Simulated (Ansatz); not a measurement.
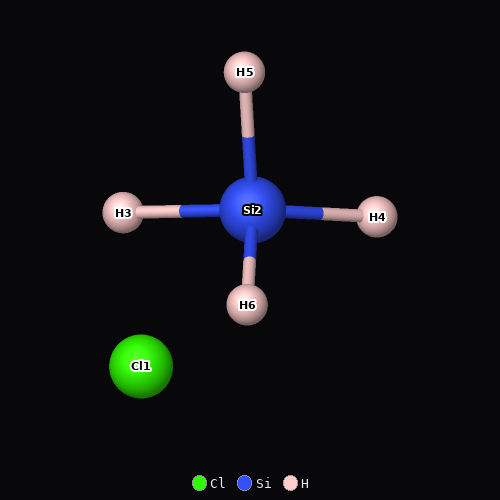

The system is the reacting system ClH₄Si (fragments ClH₃Si + H where the first distance is long, ClH + H₃Si where the second is long), spin multiplicity 2; the picture shows the reference structure. The first coordinate is: distance Cl1–H3 (bond that forms); the second: distance Cl1–Si2 (bond that breaks). Relaxed at each point: all other coordinates. Grid: 13 × 13 points. Points are written as (first, second). Energies are in kJ/mol, from a guessed transition structure relaxed with its forming and breaking bonds held. Energies and slopes of some neighbouring points disagree (a jump in structure or state, or too coarse a mesh). Theory: UKS PBE0-D4/def2-SVP (Ansatz).

Its coordinates:

```xyz
6

Cl    0.0489   -1.5843   -1.3271
Si    0.0616    0.3028    0.2398
H    -1.0104   -0.7011   -0.3827
H     0.6648    1.2037   -0.7742
H    -0.8170    1.1514    1.1289
H     1.0520   -0.3725    1.1152
```

Range: distance Cl1–H3 (bond that forms) from 1.197 to 2.697 Å; distance Cl1–Si2 (bond that breaks) from 1.917 to 3.117 Å.

Q: What landscape does the calculation give?

A: The lowest grid point is at (2.697 Å, 2.045 Å), −51 kJ/mol from a guessed transition structure relaxed with its forming and breaking bonds held. It lies in a valley that leaves the map towards separated partners. The energy also falls towards the edge at (1.264 Å, 3.117 Å) (10 kJ/mol above the lowest), where a further well may lie outside the range. The highest grid point, (1.197 Å, 1.917 Å), lies 295 kJ/mol above the lowest.

```csv
"second ↓, first →",1.197,1.264,1.357,1.462,1.577,1.699,1.828,1.962,2.101,2.244,2.391,2.542,2.697
3.117,−27,−41,−38,−34,−30,−26,−23,−20,−17,−13,−9,−6,−2
2.993,−23,−37,−32,−30,−28,−25,−22,−20,−17,−13,−9,−4,1
2.872,−16,−30,−25,−24,−24,−23,−21,−19,−16,−12,−7,−1,5
2.755,−7,−21,−14,−16,−18,−19,−19,−17,−14,−9,−3,3,10
2.640,6,−8,0,−6,−10,−14,−15,−15,−11,−6,0,8,16
2.529,23,8,17,7,−1,−7,−11,−11,−8,−3,3,11,18
2.422,44,29,37,23,10,1,−5,−7,−6,−2,3,7,10
2.319,70,55,61,42,24,11,2,−3,−4,−4,−3,−3,−5
2.221,102,87,89,64,41,22,10,2,−3,−6,−10,−15,−21
2.129,141,125,122,90,61,38,21,9,1,−6,−14,−23,−42
2.045,186,170,149,99,58,26,−10,−24,−34,−41,−46,−49,−51
1.971,223,171,120,80,49,24,4,−11,−23,−31,−36,−40,−42
1.917,244,207,152,108,73,45,23,7,−5,−14,−20,−24,−26
```

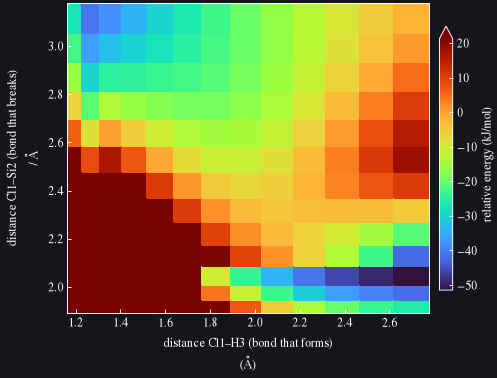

Drawn: one coloured cell a grid point, one colour for all values above the top of the scale.

Time for the 169 points that were run: 29 min on 1 thread of Intel(R) Xeon(R) Platinum 8375C CPU @ 2.90GHz (Ice Lake), with other jobs on the host.
